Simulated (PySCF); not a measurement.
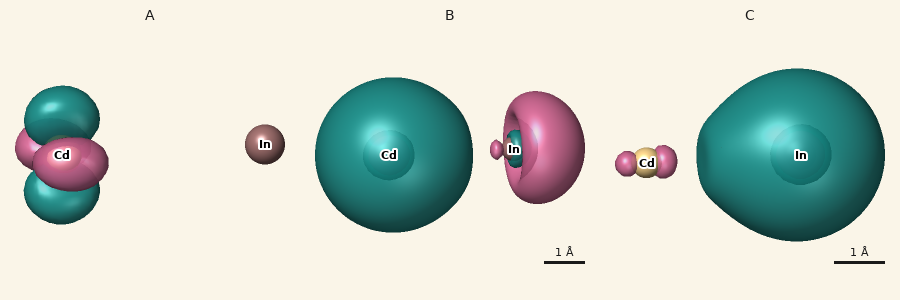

The picture shows: CdIn (charge +1). Three frontier orbitals, each drawn at the value that holds 80 % of its norm (teal and pink are the two phases), in no order; of a degenerate pair one member is drawn.

Core potentials replace the inner electrons of Cd and In.

The calculation used PySCF 2.14.0, PBE0/def2-SVP, non-relativistic Hamiltonian with scalar-relativistic core potentials where named, at a bond length of 3.237 Å.

**Name the orbitals and rank them from lowest to highest energy.**

Orbital A: δ, occupied, −18.91 eV; almost wholly on Cd.
Orbital C: σ, occupied, −14.94 eV; mainly on In (90 %).
Orbital B: σ, occupied, −11.16 eV; mainly on Cd (75 %).
